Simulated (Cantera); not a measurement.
Feed: 1 mol Si, 2.7 mol H2, 0.93 mol Cl2, held at 1050 Torr.

Equilibrium computed with Cantera from the NASA thermochemical tables; the gas is ideal and each condensed phase is pure. Candidate condensed phases: Si; 19 gas species. The tables' values for SiCl3 are old estimates; treat these amounts as uncertain. Kinetics and transport are ignored.

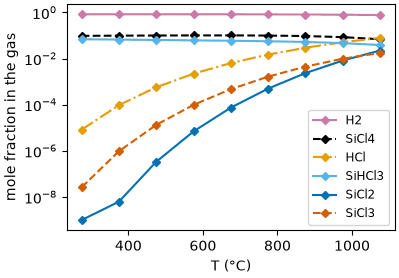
Fig. 1. Equilibrium gas composition (values under 1e-9 drawn at 1e-9)

Task: Read off the mole fractions at 575 °C.

Result: H2 about 0.83, SiCl4 about 0.10, SiHCl3 about 0.062, HCl about 0.0022, SiCl3 about 9.9e-5, SiCl2 about 6.9e-6.
